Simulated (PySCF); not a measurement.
**Run report: Si₃H₈, geometry relaxation**

The run: geometry relaxation of Si₃H₈, SMILES [SiH3][SiH2][SiH3]. Method and program: PBE0-D3(BJ)/def2-SVPD geometry optimisation, gas phase (PySCF 2.14.0).

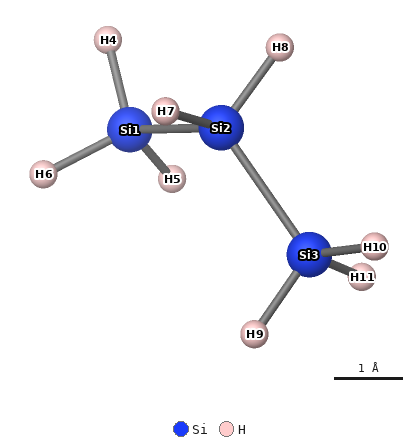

Fig. 1: The structure as given in the input (ball-and-stick view, seen at a tilt; atoms are numbered from 1 in the order of the input). Bond lengths as drawn: H–Si 1.46 to 1.47 Å and Si–Si 2.31 to 2.32 Å.

## Input
```
{"job": {"xc": "PBE0", "basis": "def2-SVPD", "d3": "d3bj", "grid": 2, "kind": "geom"}, "charge": 0, "multiplicity": 1}
Si    -0.675401     0.808824    -1.689367
Si    -0.098799    -0.865975    -0.198021
Si     0.749019    -0.167101     1.839297
H     -1.713784     0.423799    -2.648136
H     -1.181940     1.996536    -0.994149
H      0.470394     1.255444    -2.485851
H      0.862529    -1.778805    -0.841782
H     -1.266530    -1.734199     0.034988
H      2.050703     0.489575     1.689732
H      0.941705    -1.239830     2.818036
H     -0.137896     0.811731     2.475253
```

The first line tells a small driver script what to run in PySCF; the rest is the geometry in Å.

Run as:
```bash
OMP_NUM_THREADS=1 python <driver script> task.json out
```

## Log
```
step   0  E = -872.62717129  max force = 0.011427
step   1  E = -872.63181336  max force = 0.001958
step   2  E = -872.63198564  max force = 0.000870
step   3  E = -872.63205764  max force = 0.000322
step   4  E = -872.63210462  max force = 0.000802
step   5  E = -872.63223030  max force = 0.001424
step   6  E = -872.63233274  max force = 0.001139
step   7  E = -872.63241743  max force = 0.000364
step   8  E = -872.63246872  max force = 0.000767
step   9  E = -872.63250515  max force = 0.001113
step  10  E = -872.63252617  max force = 0.000768
step  11  E = -872.63253188  max force = 0.000238
optimisation converged
```

## Trajectory as extended XYZ (Å, eV, eV/Å), 12 frames, from step=0 to step=11
```
11
Properties=species:S:1:pos:R:3:forces:R:3 step=0 energy=-23745.39481
Si   -0.6754    0.8088   -1.6894    0.0251   0.2160   0.0352
Si   -0.0988   -0.8660   -0.1980   -0.0140  -0.2767  -0.0409
Si    0.7490   -0.1671    1.8393    0.0187   0.1982   0.0328
H    -1.7138    0.4238   -2.6481   -0.4146  -0.3659  -0.2923
H    -1.1819    1.9965   -0.9941   -0.1944   0.4094   0.3788
H     0.4704    1.2554   -2.4859    0.5583   0.0878  -0.2282
H     0.8625   -1.7788   -0.8418    0.4222  -0.1782  -0.2221
H    -1.2665   -1.7342    0.0350   -0.4801  -0.1361   0.1664
H     2.0507    0.4896    1.6897    0.5110   0.2519  -0.2033
H     0.9417   -1.2398    2.8180    0.0024  -0.5876   0.2232
H    -0.1379    0.8117    2.4752   -0.4347   0.3812   0.1503
11
Properties=species:S:1:pos:R:3:forces:R:3 step=1 energy=-23745.52113
Si   -0.6578    0.8318   -1.6560   -0.0166  -0.0895  -0.0313
Si   -0.1286   -0.9395   -0.2056   -0.0008   0.0707   0.0088
Si    0.7570   -0.1187    1.8058   -0.0025  -0.1007  -0.0106
H    -1.6945    0.3678   -2.6293    0.0209   0.0681  -0.0329
H    -1.1934    2.0041   -0.8979   -0.0098  -0.0286   0.0065
H     0.5617    1.2666   -2.4039   -0.0163   0.0034   0.0102
H     0.8585   -1.8540   -0.8639   -0.0110   0.0127   0.0077
H    -1.3658   -1.7340    0.0876    0.0199   0.0366   0.0092
H     2.0709    0.5556    1.5716   -0.0146  -0.0132  -0.0066
H     0.9523   -1.2632    2.7492    0.0321   0.0623   0.0461
H    -0.1822    0.8701    2.4187   -0.0013  -0.0220  -0.0070
11
Properties=species:S:1:pos:R:3:forces:R:3 step=2 energy=-23745.52582
Si   -0.6604    0.8271   -1.6606   -0.0051  -0.0421  -0.0070
Si   -0.1327   -0.9399   -0.2044    0.0064   0.0388   0.0023
Si    0.7584   -0.1264    1.8073   -0.0008  -0.0447  -0.0118
H    -1.6883    0.3860   -2.6524    0.0142   0.0224  -0.0170
H    -1.2015    1.9913   -0.8956   -0.0154  -0.0058   0.0104
H     0.5635    1.2704   -2.3943    0.0051   0.0063   0.0073
H     0.8538   -1.8538   -0.8620   -0.0048  -0.0080  -0.0031
H    -1.3694   -1.7307    0.0907   -0.0071   0.0108   0.0103
H     2.0673    0.5516    1.5619    0.0029   0.0019  -0.0087
H     0.9687   -1.2517    2.7690    0.0148   0.0234   0.0153
H    -0.1814    0.8628    2.4165   -0.0102  -0.0031   0.0020
11
Properties=species:S:1:pos:R:3:forces:R:3 step=3 energy=-23745.52777
Si   -0.6607    0.8230   -1.6602    0.0057   0.0135   0.0085
Si   -0.1400   -0.9435   -0.2030    0.0028  -0.0166  -0.0059
Si    0.7595   -0.1312    1.8043    0.0066   0.0162  -0.0041
H    -1.6722    0.4013   -2.6761    0.0082  -0.0100  -0.0065
H    -1.2153    1.9764   -0.8877   -0.0119  -0.0023   0.0009
H     0.5726    1.2782   -2.3706    0.0079   0.0075   0.0113
H     0.8446   -1.8597   -0.8606   -0.0105  -0.0134  -0.0043
H    -1.3788   -1.7297    0.0949   -0.0077   0.0051   0.0072
H     2.0629    0.5518    1.5422    0.0000   0.0064  -0.0044
H     0.9873   -1.2383    2.7818    0.0024  -0.0064  -0.0051
H    -0.1817    0.8586    2.4111   -0.0035  -0.0001   0.0022
11
Properties=species:S:1:pos:R:3:forces:R:3 step=4 energy=-23745.52905
Si   -0.6591    0.8209   -1.6563    0.0088   0.0351   0.0125
Si   -0.1483   -0.9493   -0.2017    0.0017  -0.0412  -0.0094
Si    0.7607   -0.1321    1.7988    0.0106   0.0394   0.0005
H    -1.6506    0.4094   -2.6955    0.0059  -0.0224  -0.0026
H    -1.2321    1.9631   -0.8801   -0.0098  -0.0011  -0.0043
H     0.5845    1.2892   -2.3400    0.0069   0.0086   0.0125
H     0.8321   -1.8698   -0.8596   -0.0128  -0.0137  -0.0044
H    -1.3901   -1.7297    0.0993   -0.0066   0.0054   0.0065
H     2.0586    0.5554    1.5207   -0.0021   0.0076  -0.0008
H     1.0034   -1.2279    2.7851   -0.0028  -0.0182  -0.0128
H    -0.1809    0.8575    2.4056    0.0003   0.0006   0.0022
11
Properties=species:S:1:pos:R:3:forces:R:3 step=5 energy=-23745.53247
Si   -0.6516    0.8167   -1.6411    0.0076   0.0622   0.0165
Si   -0.1772   -0.9690   -0.1967    0.0061  -0.0732  -0.0152
Si    0.7658   -0.1315    1.7785    0.0159   0.0684   0.0077
H    -1.5679    0.4262   -2.7542    0.0023  -0.0401   0.0027
H    -1.2943    1.9207   -0.8634   -0.0048   0.0019  -0.0136
H     0.6227    1.3305   -2.2296    0.0024   0.0100   0.0121
H     0.7858   -1.9068   -0.8562   -0.0149  -0.0115  -0.0038
H    -1.4298   -1.7272    0.1155   -0.0047   0.0090   0.0069
H     2.0452    0.5698    1.4507   -0.0051   0.0080   0.0077
H     1.0539   -1.1994    2.7823   -0.0118  -0.0360  -0.0233
H    -0.1745    0.8568    2.3905    0.0068   0.0014   0.0025
11
Properties=species:S:1:pos:R:3:forces:R:3 step=6 energy=-23745.53526
Si   -0.6438    0.8153   -1.6270   -0.0012   0.0514   0.0119
Si   -0.2039   -0.9850   -0.1912    0.0151  -0.0585  -0.0147
Si    0.7727   -0.1286    1.7597    0.0140   0.0560   0.0087
H    -1.4799    0.4306   -2.8035    0.0020  -0.0368   0.0027
H    -1.3598    1.8834   -0.8632   -0.0016   0.0026  -0.0151
H     0.6518    1.3735   -2.1217   -0.0018   0.0090   0.0076
H     0.7390   -1.9419   -0.8523   -0.0125  -0.0070  -0.0023
H    -1.4677   -1.7185    0.1334   -0.0038   0.0116   0.0083
H     2.0355    0.5833    1.3919   -0.0048   0.0054   0.0117
H     1.0973   -1.1824    2.7673   -0.0134  -0.0341  -0.0213
H    -0.1631    0.8571    2.3828    0.0079   0.0006   0.0026
11
Properties=species:S:1:pos:R:3:forces:R:3 step=7 energy=-23745.53756
Si   -0.6387    0.8167   -1.6192   -0.0083   0.0128  -0.0009
Si   -0.2230   -0.9919   -0.1857    0.0187  -0.0069  -0.0065
Si    0.7815   -0.1253    1.7478    0.0078   0.0129   0.0051
H    -1.4027    0.4190   -2.8400    0.0036  -0.0172   0.0007
H    -1.4203    1.8572   -0.8825   -0.0014   0.0003  -0.0095
H     0.6660    1.4136   -2.0392   -0.0043   0.0064   0.0007
H     0.6993   -1.9677   -0.8479   -0.0068  -0.0018  -0.0014
H    -1.4970   -1.7008    0.1518   -0.0032   0.0098   0.0091
H     2.0345    0.5921    1.3584   -0.0020   0.0010   0.0106
H     1.1254   -1.1829    2.7454   -0.0083  -0.0159  -0.0100
H    -0.1468    0.8568    2.3872    0.0042  -0.0014   0.0022
11
Properties=species:S:1:pos:R:3:forces:R:3 step=8 energy=-23745.53896
Si   -0.6393    0.8195   -1.6224   -0.0058  -0.0212  -0.0095
Si   -0.2277   -0.9860   -0.1820    0.0123   0.0394   0.0028
Si    0.7894   -0.1249    1.7486    0.0017  -0.0231  -0.0013
H    -1.3677    0.3970   -2.8570    0.0041   0.0014  -0.0015
H    -1.4556    1.8497   -0.9101   -0.0037  -0.0029  -0.0022
H     0.6636    1.4378   -2.0160   -0.0042   0.0038  -0.0030
H     0.6812   -1.9736   -0.8445   -0.0019   0.0001  -0.0019
H    -1.5076   -1.6797    0.1647   -0.0018   0.0048   0.0077
H     2.0438    0.5912    1.3625    0.0012  -0.0021   0.0063
H     1.1299   -1.1989    2.7303   -0.0013   0.0023   0.0012
H    -0.1318    0.8545    2.4019   -0.0006  -0.0026   0.0015
11
Properties=species:S:1:pos:R:3:forces:R:3 step=9 energy=-23745.53995
Si   -0.6426    0.8219   -1.6321   -0.0002  -0.0337  -0.0107
Si   -0.2275   -0.9725   -0.1782    0.0035   0.0572   0.0084
Si    0.7979   -0.1273    1.7556   -0.0026  -0.0363  -0.0059
H    -1.3469    0.3717   -2.8711    0.0031   0.0109  -0.0025
H    -1.4852    1.8459   -0.9424   -0.0054  -0.0040   0.0027
H     0.6547    1.4579   -2.0157   -0.0026   0.0013  -0.0038
H     0.6701   -1.9702   -0.8409    0.0011  -0.0008  -0.0021
H    -1.5117   -1.6545    0.1767    0.0003  -0.0008   0.0040
H     2.0583    0.5840    1.3815    0.0030  -0.0036   0.0015
H     1.1273   -1.2198    2.7209    0.0032   0.0117   0.0075
H    -0.1163    0.8495    2.4219   -0.0036  -0.0021   0.0009
11
Properties=species:S:1:pos:R:3:forces:R:3 step=10 energy=-23745.54052
Si   -0.6460    0.8230   -1.6426    0.0025  -0.0212  -0.0060
Si   -0.2270   -0.9583   -0.1745   -0.0014   0.0395   0.0075
Si    0.8053   -0.1314    1.7631   -0.0032  -0.0241  -0.0049
H    -1.3306    0.3525   -2.8851    0.0014   0.0089  -0.0017
H    -1.5106    1.8402   -0.9706   -0.0041  -0.0030   0.0031
H     0.6455    1.4745   -2.0195   -0.0009  -0.0002  -0.0022
H     0.6618   -1.9641   -0.8373    0.0015  -0.0019  -0.0011
H    -1.5141   -1.6320    0.1868    0.0014  -0.0041   0.0000
H     2.0715    0.5745    1.3991    0.0025  -0.0032  -0.0015
H     1.1254   -1.2361    2.7176    0.0030   0.0098   0.0066
H    -0.1032    0.8441    2.4390   -0.0028  -0.0005   0.0002
11
Properties=species:S:1:pos:R:3:forces:R:3 step=11 energy=-23745.54068
Si   -0.6473    0.8228   -1.6473    0.0012  -0.0043  -0.0012
Si   -0.2271   -0.9520   -0.1728   -0.0015   0.0122   0.0031
Si    0.8080   -0.1340    1.7663   -0.0012  -0.0064  -0.0012
H    -1.3235    0.3470   -2.8922    0.0004   0.0023  -0.0005
H    -1.5216    1.8357   -0.9811   -0.0016  -0.0012   0.0010
H     0.6417    1.4813   -2.0205   -0.0001  -0.0002  -0.0003
H     0.6587   -1.9609   -0.8352    0.0005  -0.0012  -0.0001
H    -1.5149   -1.6238    0.1900    0.0012  -0.0035  -0.0015
H     2.0768    0.5688    1.4047    0.0011  -0.0017  -0.0015
H     1.1253   -1.2404    2.7195    0.0003   0.0032   0.0025
H    -0.0980    0.8422    2.4448   -0.0004   0.0007  -0.0003
```

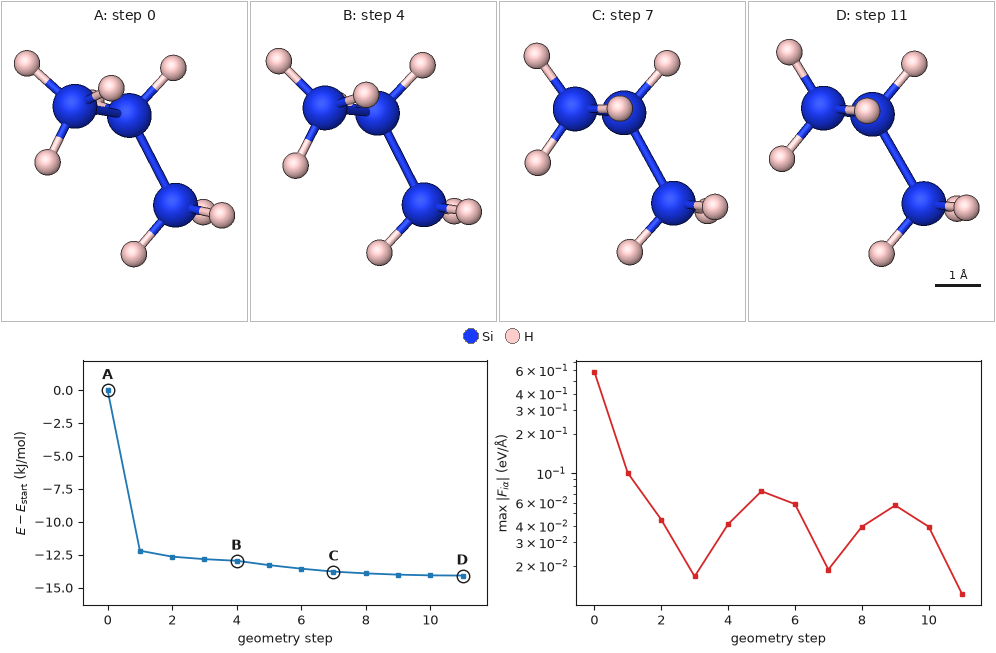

Fig. 2: Frames of the relaxation (ball-and-stick view, seen at a tilt) above the curves, on which the letters mark them (steps are counted from 0).

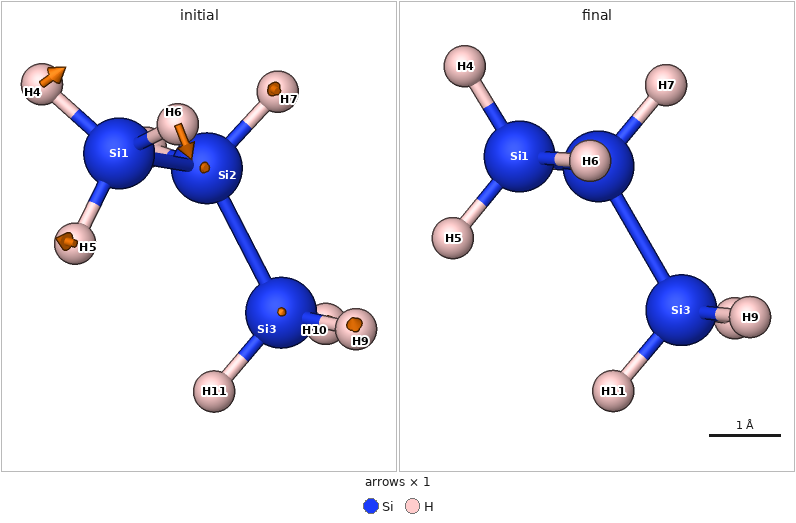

Fig. 3: Before (left) and after (right) the relaxation, at one scale (ball-and-stick view, seen at a tilt). The orange arrows give the displacements, at true length. The atom that moves furthest after the best rigid fit is H6 (0.55 Å). Largest moves by element: H 0.55 Å, Si 0.15 Å. Among the contacts that change: Si2–Si3 2.315 → 2.345 Å, Si1–Si2 2.316 → 2.345 Å, Si1–H4 1.465 → 1.494 Å, Si1–H5 1.466 → 1.495 Å. Among the angles that change: Si1–Si2–Si3 116.1° → 109.6°, H7–Si2–H8 102.8° → 108.3°, Si2–Si3–H10 114.5° → 111.3°. The energy falls by 14.1 kJ/mol in 11 geometry steps. The largest force component goes from 0.59 to 0.012 eV/Å. (Atoms are counted from 1 in the order of the input.)

## Summary

```tsv
quantity	value
outcome	converged
total energy	−872.632532 hartree
dipole moment	0.10 D
point group	C2
hardware	1 CPU thread, shared host
wall time	76 s
peak memory	0.57 GiB
```
